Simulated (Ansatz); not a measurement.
# BSi2: the cost of one run

Computed with Ansatz 0.2.0, Gaussian basis. Level: def2-QZVPP, all electrons in the functionals, frozen cores in the correlation of double hybrids and RPA.

Plan: wB97M-V, B2PLYP, at charge 0, quartet; charge 0, doublet; charge 0, sextet; charge 1, triplet; charge 1, quintet.

## 1. What is computed

The geometry is a PBE0/def2-TZVP stationary point (not a proven minimum).

3 atoms, charge 0, spin multiplicity 4.

Atoms are counted from 1 here; the program's logs count them from 0.

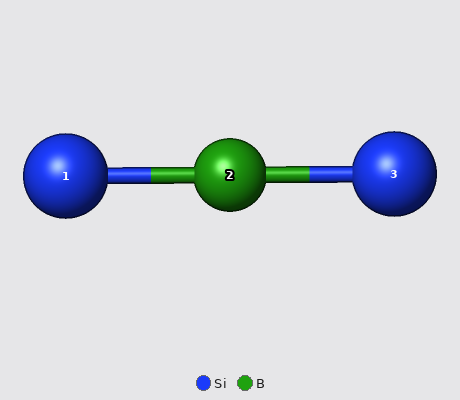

The structure; silicon blue, boron green; atoms are numbered from 1 in the order of the file.

No dispersion term is added; wB97M-V holds VV10 nonlocal correlation.

The geometry shown and the zero of energy belong to the point charge 0, quartet. The yardstick, UCCSD(T), and other wave-function levels (R restricted, U unrestricted, valence and pair active spaces) come from earlier runs.

## 2. wB97M-V, charge 0, quartet

Contents of in.yaml:

```yaml
crystal:
  periodic: [false, false, false]
  atoms:
    - {symbol: Si, position_ang: [0.000000, 0.000000, 1.954501]}
    - {symbol: B, position_ang: [0.000000, 0.000000, 0.000000]}
    - {symbol: Si, position_ang: [0.000000, 0.000000, -1.954501]}
basis:
  gaussian: {orbitals: "def2-QZVPP.json"}
magnetization: {spin_polarized: true, initial_magnetization: 3}
hamiltonian: {xc: {name: wB97M-V}}
output: {orbitals: {seedname: orbitals}}
```

Started as:

```
$ ansatz run in.yaml --threads 1 --pin off --events-out ev --progress --plain --max-ram 2393MiB
```

What time and memory should one allow on 1 thread of Arm Neoverse V2, shared host?

About 90 s, with a peak of 0.77 GiB.
